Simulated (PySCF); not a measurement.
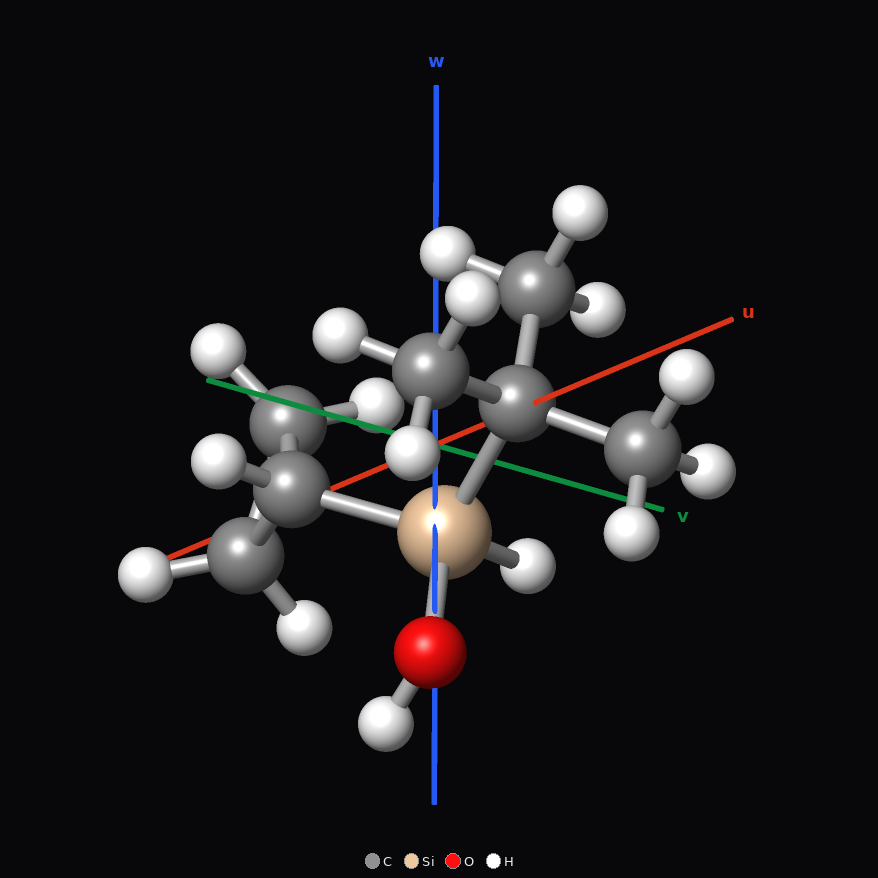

The lines u, v and w are the principal axes of the static dipole polarisability. Computed geometry: PBE0-D3(BJ)/def2-SVP optimisation. No frequency run is at hand to confirm it as a minimum. Level of theory: CAM-B3LYP/def2-SVPD (PySCF 2.14.0).

Along which axis is the molecule most polarisable, and along which least?

Most along u, least along v.

Give the three principal values.

u 125.2, v 100.4, w 106.7 bohr³; mean 110.8, anisotropy 22.3 bohr³.
